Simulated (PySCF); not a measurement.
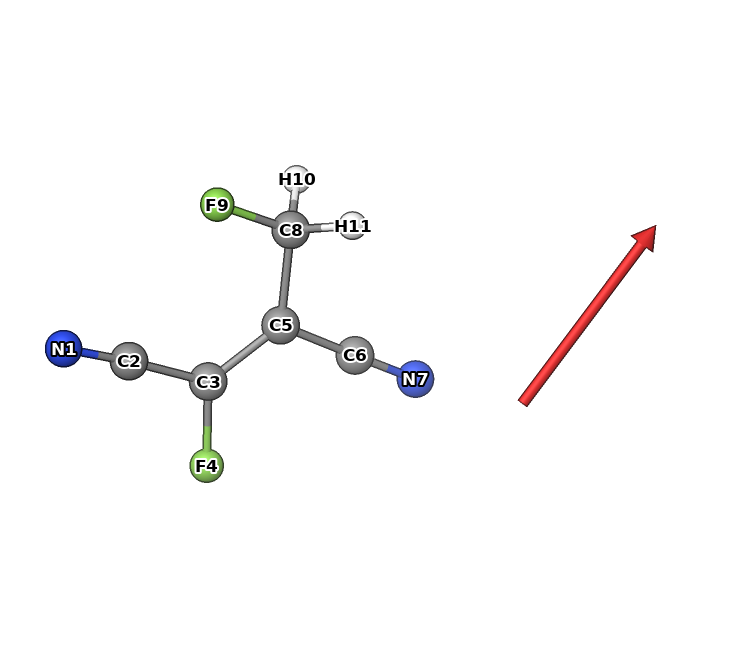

The arrow beside the molecule shows the direction of the dipole moment, from the negative to the positive end (its length means nothing). The geometry was computed by an optimisation with GFN2-xTB. No frequency run is at hand to confirm it as a minimum. Level of theory: PBE0/def2-SVPD, gas phase (PySCF 2.14.0).

Q: Estimate the dipole moment.

A: 2.14 D; it points from the side of F4 to the side of H10, H11 (the outermost atoms at the two ends).
